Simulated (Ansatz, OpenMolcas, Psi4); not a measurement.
C2H7NSi (SMILES C=NC[SiH3]): the HOMO–LUMO gap, rung by rung

C2H7NSi has 11 atoms, charge 0, and is taken as a singlet. SMILES: `C=NC[SiH3]`. The coordinates come from a PBE0-D4/def2-TZVP relaxation. This is one conformer, not always the lowest.

Each level gives the HOMO–LUMO gap (eV). The values are calculated.

| level | kind | program | value (eV) | CPU time |
| --- | --- | --- | --- | --- |
| HF/cc-pVDZ | Hartree–Fock | OpenMolcas | 14.62 | 8.3 s |
| SVWN5/cc-pVDZ | LDA | Ansatz | 4.30 | 6 s |
| BLYP/cc-pVDZ | GGA | OpenMolcas | 4.52 | 40 s |
| revPBE/cc-pVDZ | GGA | OpenMolcas | 4.52 | 42 s |
| r2SCAN/cc-pVDZ | meta-GGA | OpenMolcas | 4.99 | 54 s |
| TPSSh/cc-pVDZ | hybrid meta-GGA | Psi4 | 5.83 | 62 s |
| wB97M-V/cc-pVDZ | range-separated hybrid | Ansatz | 11.77 | 93 s |
| wB97X/cc-pVDZ | range-separated hybrid | Ansatz | 11.90 | 36 s |

The values span 4.30 to 14.62 eV. Orbital gaps aren't excitation energies; they tend to grow with the share of exact exchange. CPU times are rough (shared hosts, several kinds of processor and program).

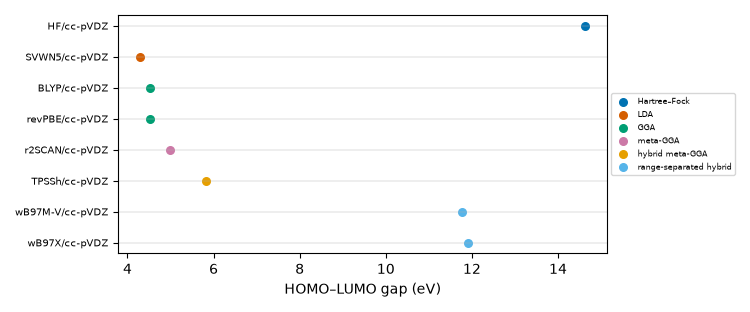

The values of the table, level by level.
